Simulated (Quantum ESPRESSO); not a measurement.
```
Al2O3
1.0
    2.40251     1.38709     4.37208
   -2.40251     1.38709     4.37208
    0.00000    -2.77419     4.37208
Al O
4 6
Direct
  0.14790   0.14790   0.14790
  0.85210   0.85210   0.85210
  0.35210   0.35210   0.35210
  0.64790   0.64790   0.64790
  0.95218   0.54782   0.25000
  0.04782   0.45218   0.75000
  0.25000   0.95218   0.54782
  0.75000   0.04782   0.45218
  0.54782   0.25000   0.95218
  0.45218   0.75000   0.04782
```
The cell was made here from a computed Materials Project entry: O5 and its equivalents moved by 0.04 Å along (1.00, 0.00, 0.00), space group kept. The parent is Al2O3 in R-3c. Stability against distortions was not tested.

For site Al (atoms 1, 2, 3, 4), a PBE PAW density (pw.x of a modified build of Quantum ESPRESSO, JTH datasets) with the all-electron reconstruction of Petrilli and co-workers (22.5 Ha, k-mesh 6×6×6 through Γ) gives Vzz = 0.037 a.u. and η_Q = 0.00, so |C_Q| = 1.28 MHz for ²⁷Al (|Q| = 0.1466 barn). Cores are frozen. Against all-electron runs on small test molecules, this scheme's |Vzz| missed by −7 % on Al, −2 to +6 % on O.

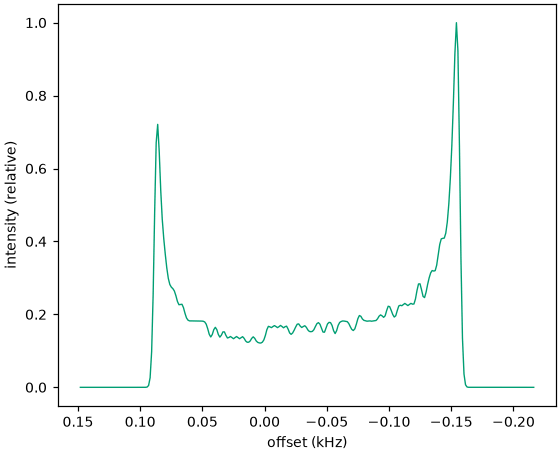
Figure: Simulated static powder pattern of the ²⁷Al central transition at 18.8 T (Larmor frequency ν0 = 208.7 MHz, I = 5/2), second-order quadrupolar broadening alone, zero at the isotropic chemical shift

The full linewidth is 0.244 kHz, or 1.17 ppm at this field.
